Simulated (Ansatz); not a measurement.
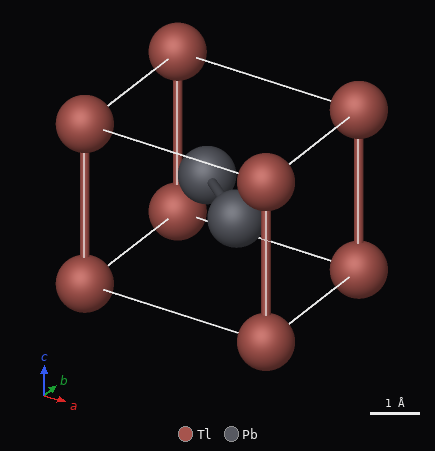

Crystal structure, ball-and-stick style, seen slightly off an axis. The parallelepiped is the simulation cell.

```yaml
crystal:
  lattice:
    - [5.71208, 0.00000, 0.00000]
    - [-2.85604, 4.94681, 0.00000]
    - [0.00000, 0.00000, 3.40519]
  atoms:
    - { symbol: Tl, position: [0.00000, 0.00000, 0.00000] }
    - { symbol: Pb, position: [0.33333, 0.66667, 0.50000] }
    - { symbol: Pb, position: [0.66667, 0.33333, 0.50000] }
```

Method used: Ansatz 0.2.0, DFT PBE, scalar-relativistic, plane waves, PAW. It ran with 420 eV cutoff, Brillouin-zone sampling on a 12×12×14 mesh, Gaussian smearing of 0.1 eV, no spin polarisation.

Question: How are the electrons shared out in a Bader analysis?

Answer: Tl +0.03 e; Pb -0.02 e. Little charge moves, as in a metallic or covalent solid.

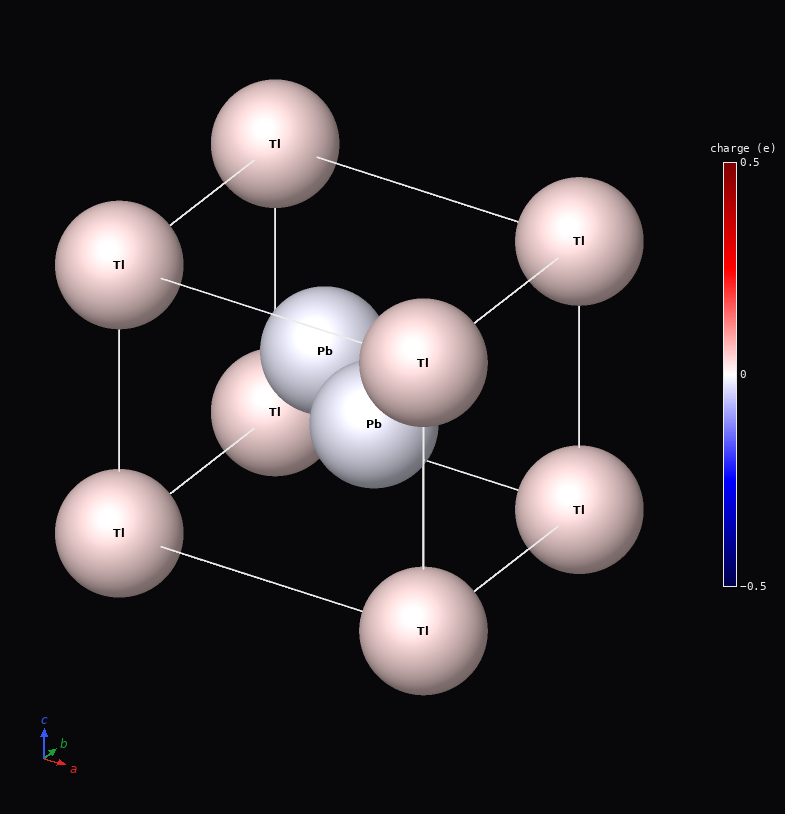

The atoms coloured by those charges.

The initial geometry was a structure type filled with these elements by a generator (whether the compound takes this form wasn't checked). Earlier steps of the study may have refined or changed the cell and positions. It was run through Ansatz as a DFT input.
